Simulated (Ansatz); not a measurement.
CH$_{4}$BrGe (doublet)

The calculation's input:

```
basis:
  gaussian:
    orbitals: def2-TZVPD
crystal:
  periodic: [false, false, false]
  atoms:
    - {symbol: C, position_ang: [-2.508508, 0.492724, 0.219447]}
    - {symbol: Br, position_ang: [0.894889, 0.981817, -0.210371]}
    - {symbol: Ge, position_ang: [-0.893421, -0.527419, 0.043589]}
    - {symbol: H, position_ang: [-3.072711, 0.826119, -0.657180]}
    - {symbol: H, position_ang: [-2.836162, 0.882035, 1.188483]}
    - {symbol: H, position_ang: [-0.898888, -1.399162, -1.222934]}
    - {symbol: H, position_ang: [-0.586012, -1.341873, 1.310985]}
total_charge: 0
hamiltonian:
  xc: {name: PBE0}
output: {forces: true, orbitals: {seedname: orbitals}}
magnetization:
  spin_polarized: true
  initial_magnetization: 1
```

Launched as:

```sh
ansatz run input.yaml --threads 2 --pin off --max-ram 4350MiB --events-out events.jsonl --progress --plain --runs-dir runs
```

Geometry: B3LYP-D3(BJ)/def2-SVP.

Theory: isolated molecule in a Gaussian basis; Kohn-Sham density functional theory, functional PBE0 (Ansatz 0.2.0).

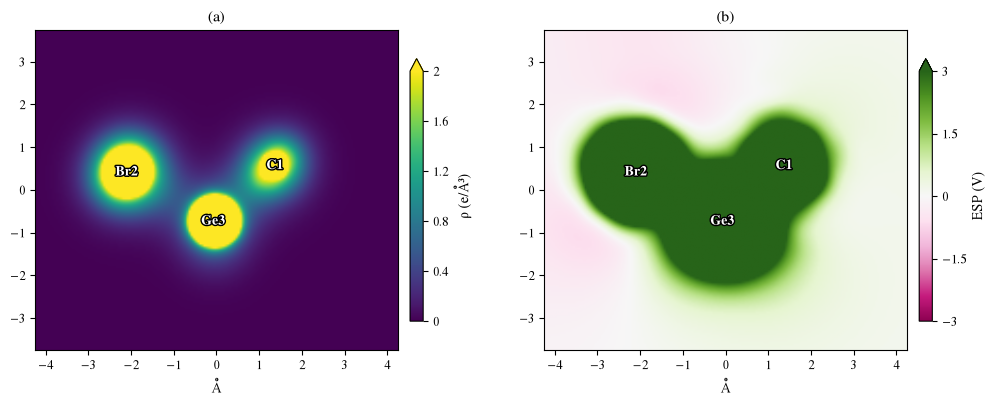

Figure 1. (a) total electron density; (b) molecular electrostatic potential on the plane of atoms C1, Ge3 and Br2.

Q: Read the bonding off the picture.

A: Atoms in the plane: C, Br and Ge. C–Ge (1.92 Å): ρ is about 0.92 e/Å³ halfway. Ge–Br (2.35 Å): the density is about 0.64 e/Å³ at the midpoint, with its minimum of 0.57 e/Å³ about 1.0 Å from Ge. Outside the dense part of the molecule the potential is most negative (−0.6 V) near Br2.

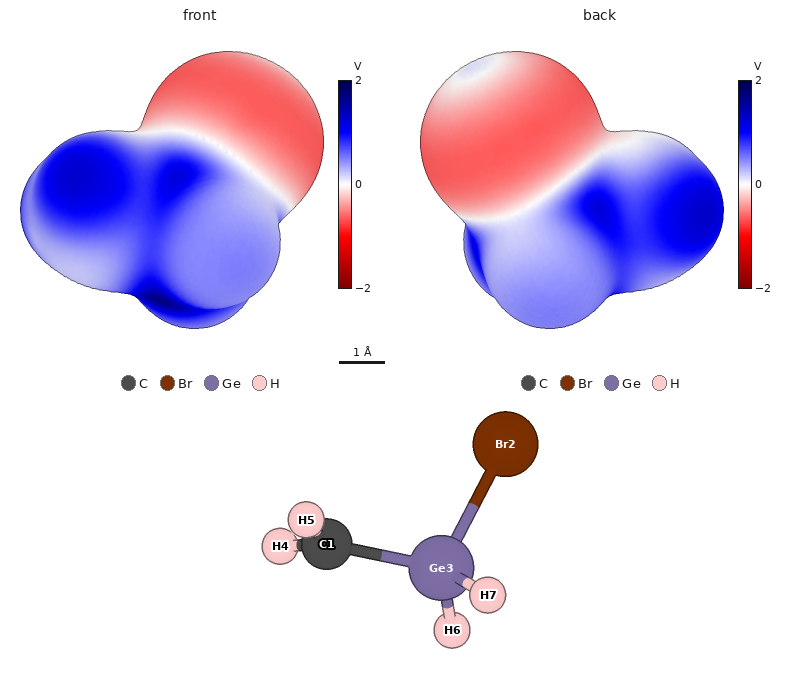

Figure 2. The molecular electrostatic potential painted on the density surface at 0.002 e/bohr³, seen from the front and from behind; red is negative and blue positive. The bare structure is drawn below in the same view.

Q: Where is the surface potential most negative and most positive?

A: The most negative region (about −0.6 V) lies over Br2, the most positive (about +1.6 V) over Ge3.

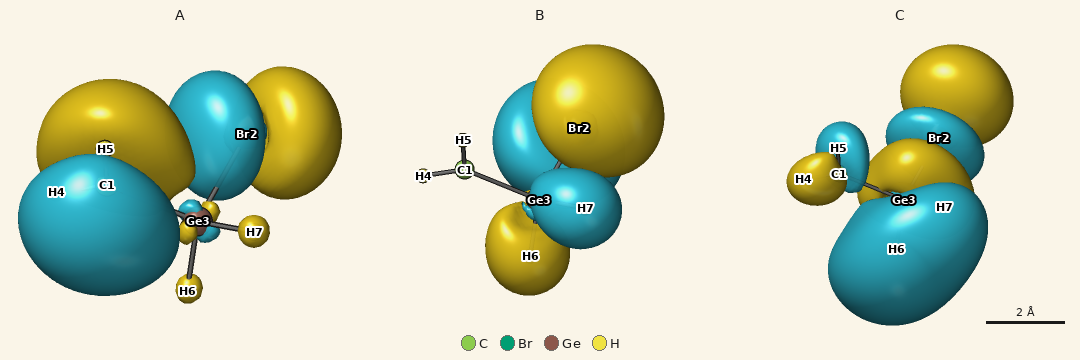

Figure 3. Three frontier orbitals at ±0.06 Å⁻³ᐟ² (yellow and cyan are the two phases), in no order.

Q: Which picture is the HOMO−1, the HOMO and the LUMO? All are α orbitals.

A: B is the HOMO−1 (α) (−8.12 eV). By Hirshfeld shares it lies mainly on Br2 (about 85 %) and Ge3 (about 10 %); largely a lone pair of Br2. A is the HOMO (α) (−7.41 eV). Its weight (Hirshfeld) is mainly on C1 (about 60 %), Br2 (about 20 %) and Ge3 (about 10 %). C is the LUMO (α) (−0.49 eV). It lies mainly on Ge3 (about 45 %), Br2 (about 30 %), H7 (about 10 %), H6 (about 10 %) and C1 (about 5 %).

Q: What is the gap between the highest occupied and lowest empty α orbitals?

A: 6.92 eV between the orbital energies.
